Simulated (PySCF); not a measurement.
H$_{4}$Se$_{2}$Sn$_{2}$ (cyclo-(H2SnSe)2)

```xyz
8

Sn    0.9983   -1.1594    0.7437
H     2.3099   -1.9560   -0.0208
H     0.8124   -1.6661    2.3709
Se    1.2048    1.3879    0.5628
Sn   -0.9641    1.1379   -0.7648
H    -2.2749    1.9338    0.0014
H    -0.7786    1.6458   -2.3917
Se   -1.1697   -1.4095   -0.5853
```

Geometry: PBE0-D3(BJ)/def2-SVP; core potentials replace the inner electrons of Sn.

The calculation used PySCF 2.14.0, PBE0/def2-SVPD, SCF density, gas phase, scalar-relativistic core potentials on the heavy atoms.

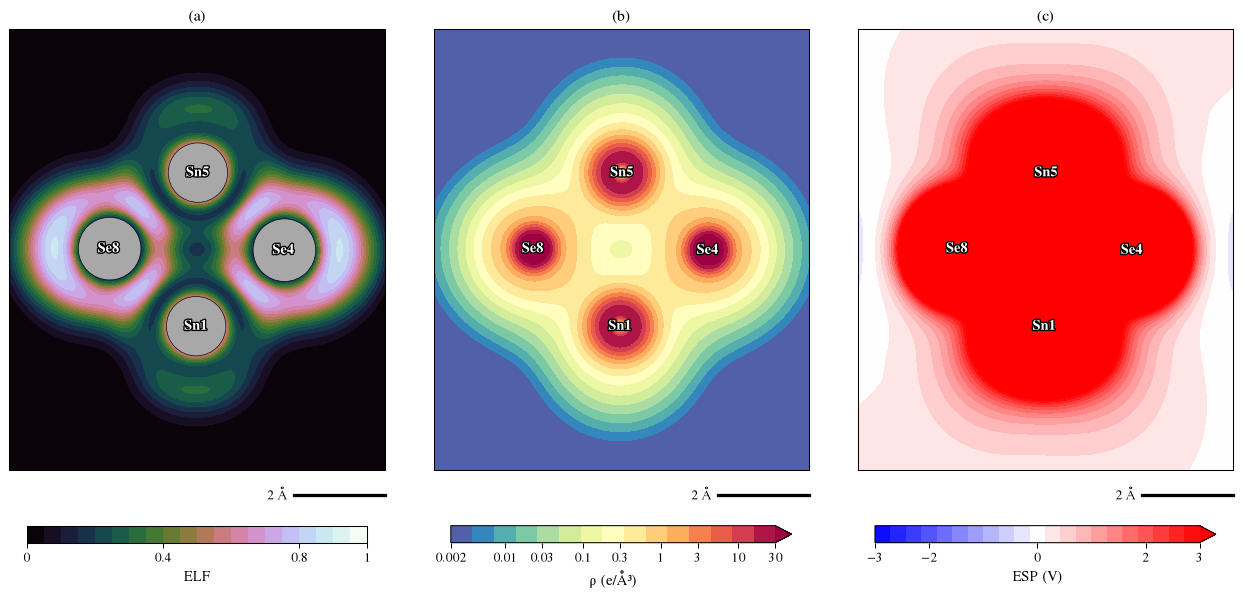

Figure 1. (a) ELF; (b) electron density; (c) electrostatic potential on the plane of atoms Sn1, Se8 and Sn5. Grey discs cover the atomic cores in the ELF map.

### Describe what can be read from this map.

The section cuts through Sn and Se sites.
Sn–Se (2.56 Å): ρ at the midpoint is about 0.49 e/Å³; the ELF peaks at about 0.75 in the valence shell of Se, 1.1 Å from its nucleus, and drops to about 0.15 between the two atoms.
The ELF also peaks beside Se4 and Se8, away from the bonds: lone-pair regions.
The potential has no marked negative region in this plane.

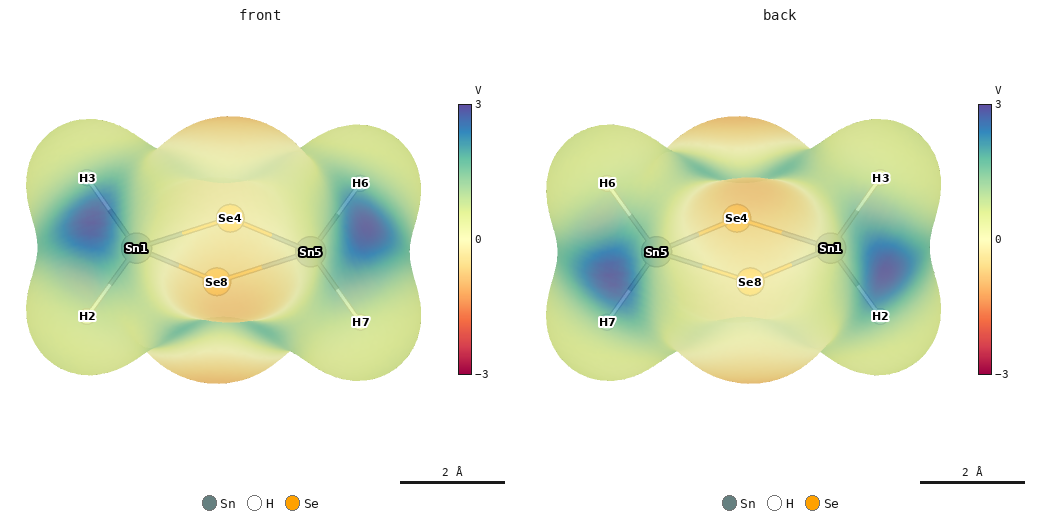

Figure 2. The electrostatic potential painted on the density surface at 0.004 e/bohr³, seen from the front and from behind; red is negative and blue positive.

### Where is the surface potential most negative and most positive?

The most negative region (about −0.8 V) lies over Se4 and Se8, the most positive (about +2.9 V) over Sn1 and Sn5.

### What dipole moment does the calculation give?

Its dipole moment is zero.
